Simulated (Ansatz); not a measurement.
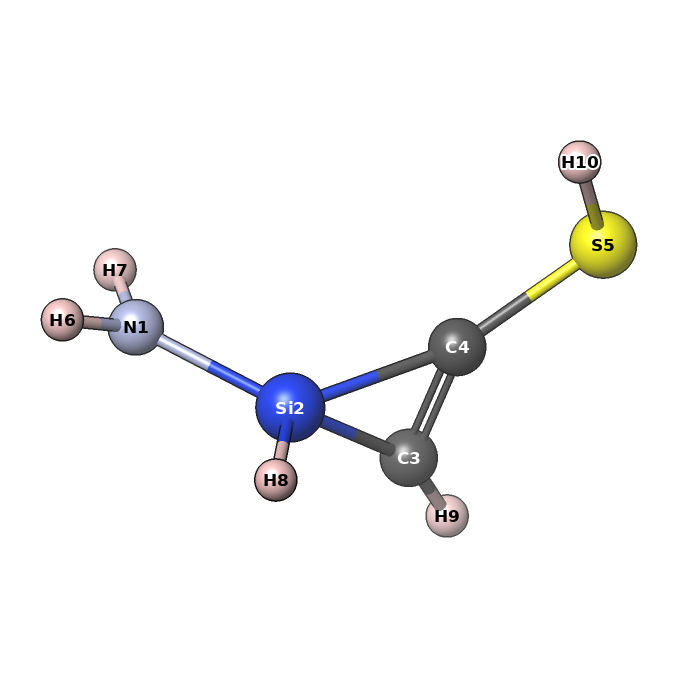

Distant atoms are faded towards the background colour. The computed structure is the end point of a PBE0-D4/def2-TZVP optimisation. No frequency run is at hand to confirm it as a minimum.

### Which atoms or bonds are stereogenic?

Centres: Si2.

### Give the R/S and E/Z labels.

Si2: S (priorities N1 > C4 > C3 > H8).
